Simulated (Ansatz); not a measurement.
# BClH₄O₃ (built from SMILES Cl.OB(O)O): a reaction path by the nudged elastic band

Aim: the minimum-energy path between two given structures and its highest point. Both ends were relaxed at PBE0-D4 in triple zeta. A second band with other settings follows.

Method: PBE0-D4/def2-SVP; program: Ansatz 0.2.0, Gaussian basis.

22 further runs of the same task are left out: 22 set aside as unsound or not needed.

### 1 Where the work starts

The first end: 9 atoms, charge 0, spin multiplicity 1.

Atoms are counted from 1 here; the program's logs count them from 0.

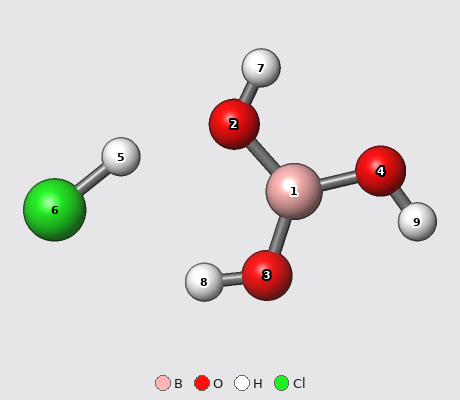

The starting geometry (boron pink, oxygen red, hydrogen white, chlorine green); atoms are numbered from 1 in the order of the file.

Geometry (Å):

| atom | x (Å) | y (Å) | z (Å) |
| --- | --- | --- | --- |
| B1 | -0.4815 | 0.2139 | -0.4663 |
| O2 | 0.5390 | 0.8320 | 0.2286 |
| O3 | -0.7187 | -1.1118 | -0.3062 |
| O4 | -1.2359 | 0.9713 | -1.3097 |
| H5 | 1.4910 | -0.2407 | 1.3281 |
| Cl6 | 1.8385 | -1.3472 | 1.9244 |
| H7 | 0.6109 | 1.7695 | 0.0346 |
| H8 | -0.1241 | -1.5468 | 0.3153 |
| H9 | -1.9193 | 0.4599 | -1.7487 |

The second end:

| atom | x (Å) | y (Å) | z (Å) |
| --- | --- | --- | --- |
| B1 | -0.64921 | -0.82503 | 0.05372 |
| O2 | 1.79231 | 2.05855 | 0.01401 |
| O3 | -1.36584 | -1.77451 | -0.58876 |
| O4 | -0.72235 | 0.47283 | -0.32601 |
| H5 | 2.15354 | 1.69843 | 0.82634 |
| Cl6 | 0.40878 | -1.21994 | 1.41450 |
| H7 | 0.92659 | 1.64366 | -0.07041 |
| H8 | -1.24044 | -2.66061 | -0.24198 |
| H9 | -1.30347 | 0.60660 | -1.08131 |

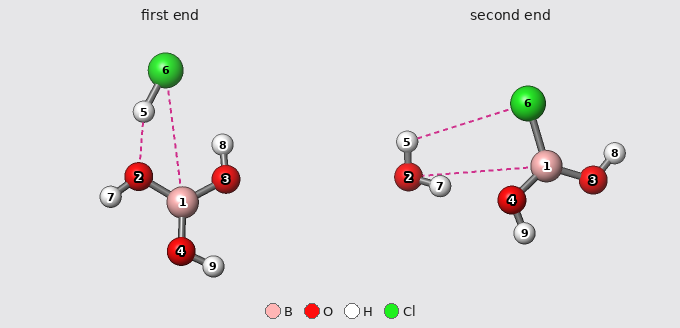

The two ends; dashed lines mark the contacts followed along the path.

### 2 The band at PBE0-D4/def2-SVP

File neb/in.yaml:

```yaml
crystal:
  periodic: [false, false, false]
  atoms:
    - {symbol: B, position_ang: [-0.481505, 0.213939, -0.466286]}
    - {symbol: O, position_ang: [0.539035, 0.831975, 0.228638]}
    - {symbol: O, position_ang: [-0.718715, -1.111825, -0.306221]}
    - {symbol: O, position_ang: [-1.235870, 0.971293, -1.309688]}
    - {symbol: H, position_ang: [1.490975, -0.240746, 1.328133]}
    - {symbol: Cl, position_ang: [1.838512, -1.347222, 1.924360]}
    - {symbol: H, position_ang: [0.610877, 1.769520, 0.034597]}
    - {symbol: H, position_ang: [-0.124137, -1.546806, 0.315260]}
    - {symbol: H, position_ang: [-1.919271, 0.459871, -1.748693]}
basis:
  gaussian: {orbitals: def2-SVP}
hamiltonian: {xc: pbe0, dispersion: d4}
neb:
  images: 5
  climbing: true
  max_iterations: 40
  initial_path: idpp
  final_atoms:
    - {symbol: B, position_ang: [-0.649213, -0.825025, 0.053720]}
    - {symbol: O, position_ang: [1.792305, 2.058554, 0.014008]}
    - {symbol: O, position_ang: [-1.365845, -1.774507, -0.588760]}
    - {symbol: O, position_ang: [-0.722346, 0.472831, -0.326015]}
    - {symbol: H, position_ang: [2.153539, 1.698432, 0.826339]}
    - {symbol: Cl, position_ang: [0.408782, -1.219943, 1.414505]}
    - {symbol: H, position_ang: [0.926593, 1.643665, -0.070407]}
    - {symbol: H, position_ang: [-1.240443, -2.660607, -0.241981]}
    - {symbol: H, position_ang: [-1.303471, 0.606601, -1.081308]}
```

On the command line:

```sh
ansatz run in.yaml --threads 4 --pin off --events-out ev --progress --plain --max-ram 9574MiB
```

What it wrote:

```text
Functional definition: PBE0
  name "PBE0"
  cite "Adamo & Barone, J. Chem. Phys. 110, 6158 (1999) doi:10.1063/1.478522"
  cite "Perdew, Burke & Ernzerhof, Phys. Rev. Lett. 77, 3865 (1996) doi:10.1103/PhysRevLett.77.3865"
  parent pbe
  parameter a = 0.25
  parameter kappa = 0.804
  parameter beta = 0.06672455060314922
  exchange = (1 - a)*pbe_x(kappa = kappa, mu = beta*pi^2/3) + a*exact_x
  correlation = pbe_c(beta = beta)
973 factors; integrals over basis functions are off by at most 2.8e-4 eV
mean field evaluation 1: about -19382.0561 eV, gradient 6.6e1 eV
mean field evaluation 2: about -19377.5264 eV, gradient 8.4e1 eV
mean field evaluation 4: about -19389.3346 eV, gradient 9.9e-1 eV
mean field evaluation 8: about -19389.3878 eV, gradient 4.2e-2 eV
mean field -19389.38776361 eV, -712.5468577135 hartree, gradient 1.1e-5 eV, S^2 0.000000; 0 other end points of the search recorded, 0 dependent functions left out
the calculation of the forces begins
reference -19389.38778583 eV, -712.5468585301 hartree; 25, 25 occupied and 69, 69 virtual orbitals, 973 factors
[... from here to the last solve, the lines of the solves are left out (194 solves) ...]
WARN: NEB end point (image 0): max|allowed force component| = 1.761e-1 eV/Å (the criterion of neb.relax_end_points is 1.000e-2). That is over neb.f_tol: it is no minimum, so the barrier can be far off. Relax it first
WARN: NEB end point (image 6): max|allowed force component| = 2.702e-1 eV/Å (the criterion of neb.relax_end_points is 1.000e-2). That is over neb.f_tol: it is no minimum, so the barrier can be far off. Relax it first
NEB iter   1: max|band force component| = 4.773e0 eV/Å  barrier→ = 5.9973 eV  barrier← = 5.3162 eV  Δτ_max = 0.2000 Å  (193 SCF iters)
NEB iter   2: max|band force component| = 3.775e0 eV/Å  barrier→ = 3.7975 eV  barrier← = 3.1164 eV  Δτ_max = 0.2000 Å  (166 SCF iters)
NEB iter   3: max|band force component| = 8.103e0 eV/Å  barrier→ = 3.3254 eV  barrier← = 2.6443 eV  Δτ_max = 0.1020 Å  (162 SCF iters)
NEB iter   4: max|band force component| = 1.382e0 eV/Å  barrier→ = 2.5531 eV  barrier← = 1.8720 eV  Δτ_max = 0.2000 Å  (145 SCF iters)
NEB iter   5: max|band force component| = 1.275e0 eV/Å  barrier→ = 2.2194 eV  barrier← = 1.5383 eV  Δτ_max = 0.2000 Å  (145 SCF iters)
NEB iter   6: max|band force component| = 1.338e0 eV/Å  barrier→ = 1.8880 eV  barrier← = 1.2069 eV  Δτ_max = 0.0999 Å  (141 SCF iters)
NEB iter   7: max|band force component| = 9.094e-1 eV/Å  barrier→ = 1.7074 eV  barrier← = 1.0263 eV  Δτ_max = 0.1020 Å  (147 SCF iters)
NEB iter   8: max|band force component| = 1.122e0 eV/Å  barrier→ = 1.5035 eV  barrier← = 0.8224 eV  Δτ_max = 0.0999 Å  (145 SCF iters)
NEB iter   9: max|band force component| = 9.340e-1 eV/Å  barrier→ = 1.3126 eV  barrier← = 0.6314 eV  Δτ_max = 0.1002 Å  (146 SCF iters)
NEB iter  10: max|band force component| = 9.207e-1 eV/Å  barrier→ = 1.1190 eV  barrier← = 0.4378 eV  Δτ_max = 0.0993 Å  (147 SCF iters)
NEB iter  11: max|band force component| = 8.955e-1 eV/Å  barrier→ = 0.9503 eV  barrier← = 0.2692 eV  Δτ_max = 0.1940 Å  (149 SCF iters)
NEB iter  12: max|band force component| = 1.017e0 eV/Å  barrier→ = 0.8027 eV  barrier← = 0.1216 eV  Δτ_max = 0.1008 Å  (143 SCF iters)
NEB iter  13: max|band force component| = 7.433e-1 eV/Å  barrier→ = 0.8490 eV  barrier← = 0.1679 eV  Δτ_max = 0.0989 Å  (149 SCF iters)
NEB iter  14: max|band force component| = 4.008e-1 eV/Å  barrier→ = 0.8492 eV  barrier← = 0.1681 eV  CI = image 3  Δτ_max = 0.1118 Å  (147 SCF iters)
NEB iter  15: max|band force component| = 1.196e0 eV/Å  barrier→ = 0.8850 eV  barrier← = 0.2039 eV  CI = image 3  Δτ_max = 0.0558 Å  (139 SCF iters)
NEB iter  16: max|band force component| = 1.058e0 eV/Å  barrier→ = 0.8968 eV  barrier← = 0.2157 eV  CI = image 3  Δτ_max = 0.1120 Å  (140 SCF iters)
NEB iter  17: max|band force component| = 7.563e-1 eV/Å  barrier→ = 0.9527 eV  barrier← = 0.2716 eV  CI = image 3  Δτ_max = 0.1972 Å  (142 SCF iters)
NEB iter  18: max|band force component| = 8.090e-1 eV/Å  barrier→ = 1.1146 eV  barrier← = 0.4335 eV  CI = image 3  Δτ_max = 0.0710 Å  (134 SCF iters)
NEB iter  19: max|band force component| = 7.609e-1 eV/Å  barrier→ = 1.1201 eV  barrier← = 0.4390 eV  CI = image 3  Δτ_max = 0.1021 Å  (139 SCF iters)
NEB iter  20: max|band force component| = 5.080e-1 eV/Å  barrier→ = 1.0958 eV  barrier← = 0.4147 eV  CI = image 3  Δτ_max = 0.0986 Å  (143 SCF iters)
NEB iter  21: max|band force component| = 2.230e-1 eV/Å  barrier→ = 1.0666 eV  barrier← = 0.3855 eV  CI = image 3  Δτ_max = 0.0986 Å  (142 SCF iters)
NEB iter  22: max|band force component| = 2.629e-1 eV/Å  barrier→ = 1.0358 eV  barrier← = 0.3546 eV  CI = image 3  Δτ_max = 0.0984 Å  (140 SCF iters)
NEB iter  23: max|band force component| = 9.045e-2 eV/Å  barrier→ = 1.0281 eV  barrier← = 0.3470 eV  CI = image 3  Δτ_max = 0.0156 Å  (141 SCF iters)
NEB iter  24: max|band force component| = 6.884e-2 eV/Å  barrier→ = 1.0273 eV  barrier← = 0.3462 eV  CI = image 3  Δτ_max = 0.0098 Å  (130 SCF iters)
974 factors; integrals over basis functions are off by at most 9.6e-4 eV
mean field evaluation 1504: about -19388.3983 eV, gradient 7.3e-5 eV
mean field -19388.39831637 eV, -712.5104961981 hartree, gradient 2.7e-6 eV, S^2 0.000000; 0 other end points of the search recorded, 0 dependent functions left out
the calculation of the forces begins
reference -19388.39833744 eV, -712.5104969724 hartree; 25, 25 occupied and 69, 69 virtual orbitals, 974 factors
NEB iter  25: max|band force component| = 3.658e-2 eV/Å  barrier→ = 1.0266 eV  barrier← = 0.3455 eV  CI = image 3  CI's point: of a kind that is not told: the force calls were inconclusive, a negative curvature could not be distinguished from the path's own, the only one lies far off the path, or fixed occupations may fill a level only in part  Δτ_max = 0.0000 Å  (1636 SCF iters)
WARN: NEB end point (image 6): the path dips 0.105210 eV below it before the top, so the barrier from the dip is that much higher. The path crosses a lower well, or the end point is a saddle point, which neb.relax_end_points tests for
Total energy: -19388.48276798 eV, -712.5135997376 hartree
Atom 0 at    -0.272580    -0.115598    -0.208086 Å, force    -0.002047    -0.017833    -0.037583 eV/Å
Atom 1 at     1.126517     0.441905    -0.457252 Å, force    -0.039730     0.018999    -0.002674 eV/Å
Atom 2 at    -0.491752    -1.437061    -0.404164 Å, force     0.024445    -0.006769     0.007489 eV/Å
Atom 3 at    -1.201185     0.835416    -0.475824 Å, force     0.021009    -0.008667     0.018147 eV/Å
Atom 4 at     1.299444     0.445480     0.629755 Å, force    -0.004178    -0.009789     0.015039 eV/Å
Atom 5 at     0.460811    -0.011616     2.025568 Å, force     0.011969    -0.000302     0.000607 eV/Å
Atom 6 at     1.033679     1.360165    -0.756877 Å, force     0.002985    -0.003601    -0.001307 eV/Å
Atom 7 at     0.139553    -2.002800     0.050543 Å, force    -0.002915     0.001149     0.010271 eV/Å
Atom 8 at    -2.094585     0.484108    -0.403563 Å, force    -0.011538     0.026814    -0.009990 eV/Å
Dipole moment:     0.097075     0.169973    -0.567359 e Å
```

It took 2.8 min on 4 threads of Arm Neoverse V2, shared host.

The last band:

| image | path (Å) | energy (eV) | B1–Cl6 (Å) | O2–H5 (Å) | B1–O2 (Å) | H5–Cl6 (Å) |
| --- | --- | --- | --- | --- | --- | --- |
| 0 | 0.00 | 0.000 | 3.68 | 1.81 | 1.38 | 1.30 |
| 1 | 1.17 | 0.040 | 3.51 | 1.77 | 1.38 | 1.31 |
| 2 | 2.33 | 0.128 | 3.31 | 1.80 | 1.38 | 1.31 |
| 3 | 3.50 | 1.027 | 2.35 | 1.10 | 1.53 | 1.69 |
| 4 | 4.89 | 0.576 | 1.80 | 0.97 | 2.61 | 2.50 |
| 5 | 6.29 | 0.609 | 1.77 | 0.96 | 3.20 | 3.05 |
| 6 | 7.68 | 0.681 | 1.77 | 0.96 | 3.78 | 3.45 |

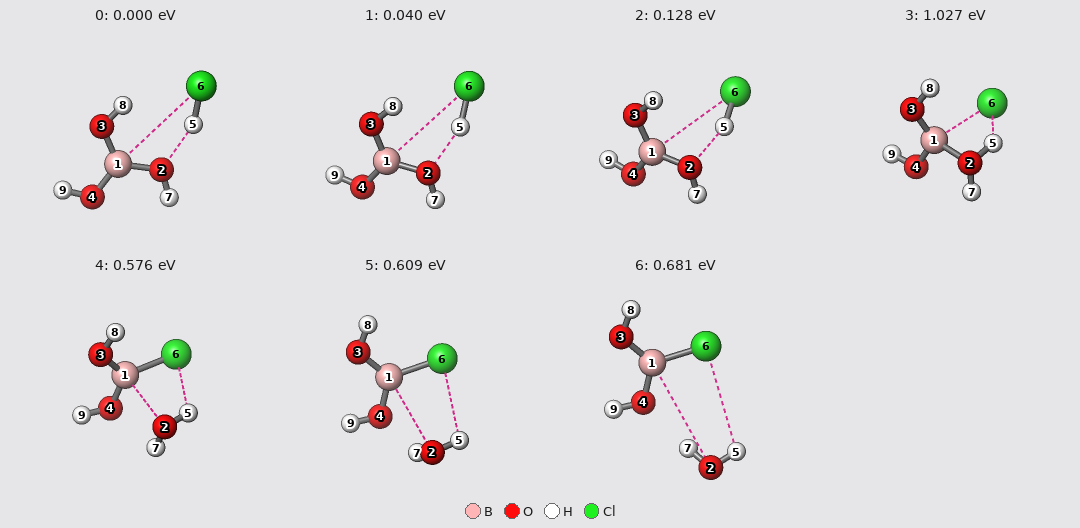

The images of the last band.

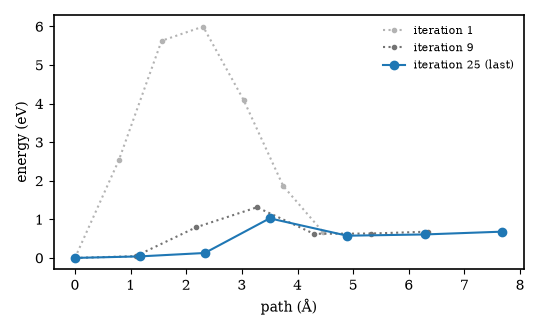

Energy along the path.

The highest image, 3:

```xyz
9
charge 0, multiplicity 1
B    -0.2726   -0.1156   -0.2081
O     1.1265    0.4419   -0.4573
O    -0.4918   -1.4371   -0.4042
O    -1.2012    0.8354   -0.4758
H     1.2994    0.4455    0.6298
Cl    0.4608   -0.0116    2.0256
H     1.0337    1.3602   -0.7569
H     0.1396   -2.0028    0.0505
H    -2.0946    0.4841   -0.4036
```

### 3 The band at PBE0-D4/def2-SVP, other settings

neb/in.yaml, as its differences from that of step 2:

```diff
@@ -16,3 +16,3 @@
 neb:
-  images: 5
+  images: 4
   climbing: true
@@ -20,2 +20,3 @@
   initial_path: idpp
+  f_tol: 0.1
   final_atoms:
```

On the command line:

```sh
ansatz run in.yaml --threads 4 --pin off --events-out ev --progress --plain --max-ram 9574MiB
```

What it wrote:

```text
[... 10 set-up lines as earlier in the session ...]
973 factors; integrals over basis functions are off by at most 2.8e-4 eV
mean field evaluation 1: about -19382.0561 eV, gradient 6.6e1 eV
mean field evaluation 2: about -19377.5264 eV, gradient 8.4e1 eV
mean field evaluation 4: about -19389.3346 eV, gradient 9.9e-1 eV
mean field evaluation 8: about -19389.3878 eV, gradient 4.2e-2 eV
mean field -19389.38776361 eV, -712.5468577135 hartree, gradient 1.1e-5 eV, S^2 0.000000; 0 other end points of the search recorded, 0 dependent functions left out
the calculation of the forces begins
reference -19389.38778583 eV, -712.5468585301 hartree; 25, 25 occupied and 69, 69 virtual orbitals, 973 factors
[... from here to the last solve, the lines of the solves are left out (147 solves) ...]
WARN: NEB end point (image 0): max|allowed force component| = 1.761e-1 eV/Å (the criterion of neb.relax_end_points is 2.000e-2). That is over neb.f_tol: it is no minimum, so the barrier can be far off. Relax it first
WARN: NEB end point (image 5): max|allowed force component| = 2.702e-1 eV/Å (the criterion of neb.relax_end_points is 2.000e-2). That is over neb.f_tol: it is no minimum, so the barrier can be far off. Relax it first
NEB iter   1: max|band force component| = 4.902e0 eV/Å  barrier→ = 6.1729 eV  barrier← = 5.4918 eV  Δτ_max = 0.2000 Å  (164 SCF iters)
NEB iter   2: max|band force component| = 3.442e0 eV/Å  barrier→ = 4.1442 eV  barrier← = 3.4631 eV  Δτ_max = 0.2000 Å  (139 SCF iters)
NEB iter   3: max|band force component| = 4.257e0 eV/Å  barrier→ = 3.0515 eV  barrier← = 2.3704 eV  Δτ_max = 0.1019 Å  (123 SCF iters)
NEB iter   4: max|band force component| = 1.907e0 eV/Å  barrier→ = 2.8246 eV  barrier← = 2.1435 eV  Δτ_max = 0.2000 Å  (118 SCF iters)
NEB iter   5: max|band force component| = 1.118e0 eV/Å  barrier→ = 2.3025 eV  barrier← = 1.6214 eV  Δτ_max = 0.2000 Å  (117 SCF iters)
NEB iter   6: max|band force component| = 9.886e-1 eV/Å  barrier→ = 1.7194 eV  barrier← = 1.0383 eV  Δτ_max = 0.1951 Å  (115 SCF iters)
NEB iter   7: max|band force component| = 7.108e-1 eV/Å  barrier→ = 1.4098 eV  barrier← = 0.7287 eV  Δτ_max = 0.2000 Å  (116 SCF iters)
NEB iter   8: max|band force component| = 1.026e0 eV/Å  barrier→ = 1.1068 eV  barrier← = 0.4257 eV  Δτ_max = 0.1020 Å  (116 SCF iters)
NEB iter   9: max|band force component| = 8.554e-1 eV/Å  barrier→ = 1.0147 eV  barrier← = 0.3336 eV  Δτ_max = 0.0999 Å  (118 SCF iters)
NEB iter  10: max|band force component| = 8.482e-1 eV/Å  barrier→ = 0.9399 eV  barrier← = 0.2588 eV  Δτ_max = 0.1002 Å  (116 SCF iters)
NEB iter  11: max|band force component| = 7.774e-1 eV/Å  barrier→ = 0.8330 eV  barrier← = 0.1519 eV  Δτ_max = 0.0993 Å  (117 SCF iters)
NEB iter  12: max|band force component| = 5.998e-1 eV/Å  barrier→ = 0.6811 eV  barrier← = 0.0000 eV  Δτ_max = 0.0990 Å  (118 SCF iters)
NEB iter  13: max|band force component| = 8.519e-1 eV/Å  barrier→ = 0.6090 eV  barrier← = -0.0721 eV  CI = image 2  Δτ_max = 0.1008 Å  (118 SCF iters)
NEB iter  14: max|band force component| = 7.671e-1 eV/Å  barrier→ = 0.7748 eV  barrier← = 0.0937 eV  CI = image 2  Δτ_max = 0.2000 Å  (111 SCF iters)
NEB iter  15: max|band force component| = 1.653e0 eV/Å  barrier→ = 1.1877 eV  barrier← = 0.5066 eV  CI = image 2  Δτ_max = 0.0997 Å  (123 SCF iters)
NEB iter  16: max|band force component| = 1.214e0 eV/Å  barrier→ = 1.1365 eV  barrier← = 0.4554 eV  CI = image 2  Δτ_max = 0.0658 Å  (117 SCF iters)
NEB iter  17: max|band force component| = 4.465e-1 eV/Å  barrier→ = 1.0632 eV  barrier← = 0.3821 eV  CI = image 2  Δτ_max = 0.0586 Å  (119 SCF iters)
NEB iter  18: max|band force component| = 2.234e-1 eV/Å  barrier→ = 1.0376 eV  barrier← = 0.3565 eV  CI = image 2  Δτ_max = 0.0226 Å  (112 SCF iters)
NEB iter  19: max|band force component| = 1.649e-1 eV/Å  barrier→ = 1.0296 eV  barrier← = 0.3484 eV  CI = image 2  Δτ_max = 0.0211 Å  (107 SCF iters)
974 factors; integrals over basis functions are off by at most 9.8e-4 eV
mean field -19388.39568762 eV, -712.5103995935 hartree, gradient 2.7e-6 eV, S^2 0.000000; 0 other end points of the search recorded, 0 dependent functions left out
the calculation of the forces begins
reference -19388.39570870 eV, -712.5104003680 hartree; 25, 25 occupied and 69, 69 virtual orbitals, 974 factors
NEB iter  20: max|band force component| = 9.190e-2 eV/Å  barrier→ = 1.0269 eV  barrier← = 0.3458 eV  CI = image 2  CI's point: of a kind that is not told: the force calls were inconclusive, a negative curvature could not be distinguished from the path's own, the only one lies far off the path, or fixed occupations may fill a level only in part  Δτ_max = 0.0000 Å  (1568 SCF iters)
WARN: NEB end point (image 5): the path dips 0.106192 eV below it before the top, so the barrier from the dip is that much higher. The path crosses a lower well, or the end point is a saddle point, which neb.relax_end_points tests for
Total energy: -19388.48247684 eV, -712.5135890383 hartree
Atom 0 at    -0.265098    -0.103793    -0.218836 Å, force    -0.090701    -0.054750     0.002876 eV/Å
Atom 1 at     1.122080     0.500551    -0.411096 Å, force    -0.000595    -0.011377    -0.020337 eV/Å
Atom 2 at    -0.461799    -1.411880    -0.510476 Å, force     0.052320     0.007811     0.007161 eV/Å
Atom 3 at    -1.208559     0.846810    -0.428372 Å, force     0.049693     0.058400    -0.021801 eV/Å
Atom 4 at     1.298953     0.417907     0.668247 Å, force    -0.024958     0.001258     0.004174 eV/Å
Atom 5 at     0.454309    -0.167640     2.020992 Å, force     0.005921    -0.000495     0.000028 eV/Å
Atom 6 at     1.007522     1.436652    -0.638117 Å, force     0.016063     0.020509     0.004916 eV/Å
Atom 7 at     0.149759    -1.996884    -0.052865 Å, force     0.006183    -0.010879     0.000511 eV/Å
Atom 8 at    -2.097265     0.478275    -0.429378 Å, force    -0.013928    -0.010476     0.022473 eV/Å
Dipole moment:     0.089119     0.226221    -0.554879 e Å
```

It took 2 min on 4 threads of Arm Neoverse V2, shared host.

The last band:

| image | path (Å) | energy (eV) | B1–Cl6 (Å) | O2–H5 (Å) | B1–O2 (Å) | H5–Cl6 (Å) |
| --- | --- | --- | --- | --- | --- | --- |
| 0 | 0.00 | 0.000 | 3.68 | 1.81 | 1.38 | 1.30 |
| 1 | 1.58 | 0.076 | 3.40 | 1.76 | 1.38 | 1.31 |
| 2 | 3.16 | 1.027 | 2.35 | 1.10 | 1.53 | 1.70 |
| 3 | 4.54 | 0.575 | 1.80 | 0.97 | 2.61 | 2.51 |
| 4 | 5.92 | 0.610 | 1.78 | 0.96 | 3.20 | 3.05 |
| 5 | 7.30 | 0.681 | 1.77 | 0.96 | 3.78 | 3.45 |

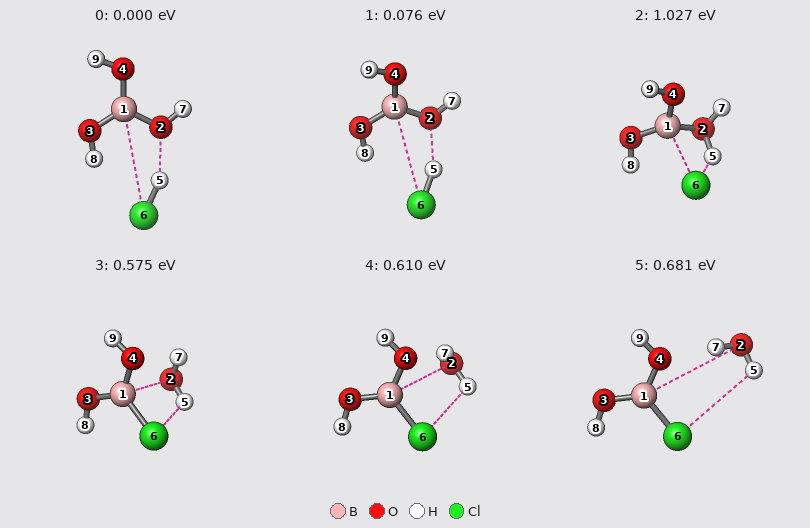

The images of the last band.

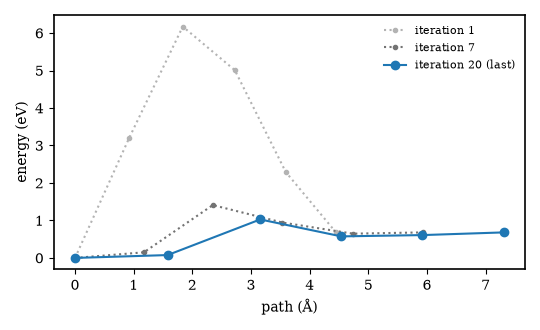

Energy along the path.

The highest image, 2:

```xyz
9

B    -0.26510   -0.10379   -0.21884
O     1.12208    0.50055   -0.41110
O    -0.46180   -1.41188   -0.51048
O    -1.20856    0.84681   -0.42837
H     1.29895    0.41791    0.66825
Cl    0.45431   -0.16764    2.02099
H     1.00752    1.43665   -0.63812
H     0.14976   -1.99688   -0.05287
H    -2.09727    0.47828   -0.42938
```

### 4 Results

| quantity | value |
| --- | --- |
| PBE0-D4/def2-SVP, 25 iterations | highest 1.027 eV (image 3), last end +0.681 eV |
| PBE0-D4/def2-SVP, 20 iterations | highest 1.027 eV (image 2), last end +0.681 eV |
| from earlier runs: barrier over the separately found saddle, CCSD(T)/def2-TZVPP | 1.263 eV |

The highest image lies 1.027 eV above the first end, and it climbed, so it estimates the saddle. The ends are not quite minima at this level (largest force component 0.27 eV/Å), so the heights are unreliable: relaxing the first end would lower it and raise the barrier above it. The highest image is 0.237 eV below the CCSD(T) barrier in triple zeta, which comes from separate runs on the saddle. The second band's highest image lies at 1.027 eV, at the same level with other band settings.
